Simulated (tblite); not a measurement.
**Frequency calculation, with input and output: Si₄NH₉Br**

System: Si₄NH₉Br, multiplicity 2.
Method: GFN2-xTB harmonic vibrations, gas phase (tblite 0.8.0).

It belongs to a series of runs on one base structure; here: H removed from Si.

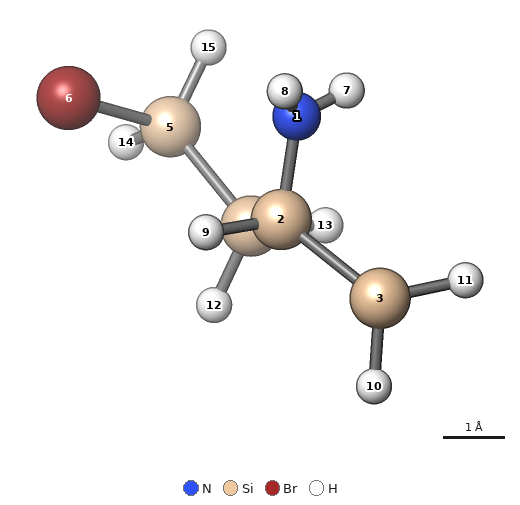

The structure as given in the input (ball-and-stick view, seen at a tilt; atoms are numbered from 1 in the order of the input).

The input
```
{"job": {"kind": "ir", "xc": "GFN2-xTB", "basis": "xTB"}, "charge": 0, "multiplicity": 2}
N      1.038862     1.454917    -0.626710
Si     1.056285     0.178407     0.552760
Si     3.061261    -0.916461     0.715133
Si    -0.918789    -0.952119     0.005443
Si    -2.801230     0.270162    -0.575867
Br    -2.972903     2.043171     0.788282
H      1.219719     1.240543    -1.593647
H      1.483741     2.326786    -0.395055
H      0.841107     0.922756     1.807923
H      3.169412    -2.038238     1.654082
H      3.718674    -1.400623    -0.509316
H     -1.292202    -1.852816     1.111132
H     -0.713675    -1.868469    -1.136568
H     -4.138804    -0.311931    -0.446105
H     -2.755871     0.911905    -1.890366
```

The first line tells a small driver script what to run in tblite; the rest is the geometry in Å.

Run on 1 CPU thread, shared host.

Launch command:
```bash
OMP_NUM_THREADS=1 python <driver script> task.json out
```

Output
```
mode    cm-1     km/mol
  1       8.1      1.29
  2      20.4      2.65
  3      36.9      1.03
  4      74.6      4.24
  5      90.1      0.52
  6     127.9      3.78
  7     149.3      3.34
  8     169.1      7.11
  9     209.5     18.28
 10     307.1     14.99
 11     340.9      4.78
 12     357.9     26.12
 13     376.5     12.44
 14     383.3      5.02
 15     400.0      1.10
 16     478.2      3.25
 17     500.2     22.99
 18     539.6     22.78
 19     556.8     15.04
 20     583.8   1164.26
 21     615.1     40.38
 22     651.9    183.75
 23     657.1      0.64
 24     701.0    582.78
 25     806.0    145.90
 26     816.8    185.86
 27     822.1    199.86
 28     831.1    200.04
 29     855.0    144.65
 30    1550.1     38.32
 31    2101.6    129.05
 32    2121.8    356.29
 33    2142.6    177.59
 34    2169.7    453.78
 35    2210.4    364.79
 36    2226.6    409.94
 37    2253.0    203.71
 38    3486.4      2.99
 39    3518.3      0.11
```

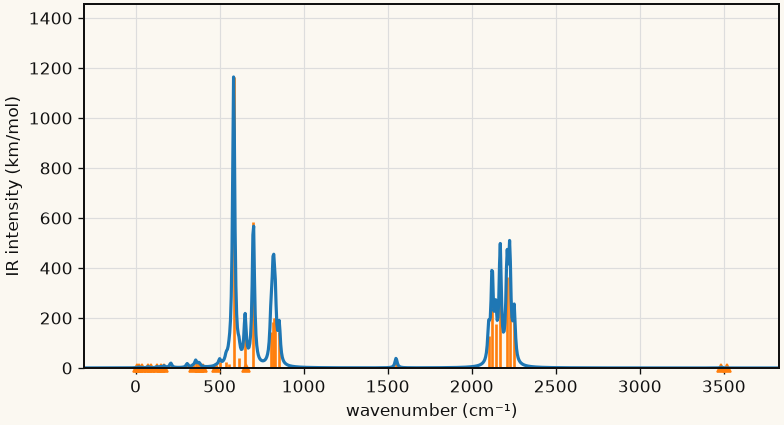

Harmonic infrared spectrum, unscaled: sticks (degenerate modes added up, dark ones marked on the axis) with a Lorentzian envelope of 16 cm⁻¹ full width, scaled to the tallest stick. 39 modes from 8 to 3518 cm⁻¹, none imaginary. The strongest line is at 584 cm⁻¹ (1164 km/mol).

Results in brief

| quantity | value |
| --- | --- |
| outcome | converged |
| total energy | −503.2377 eV |
| zero-point energy | 51.8170 kcal/mol |
| wall time | 0.7 s |
| peak memory | 0.18 GiB |
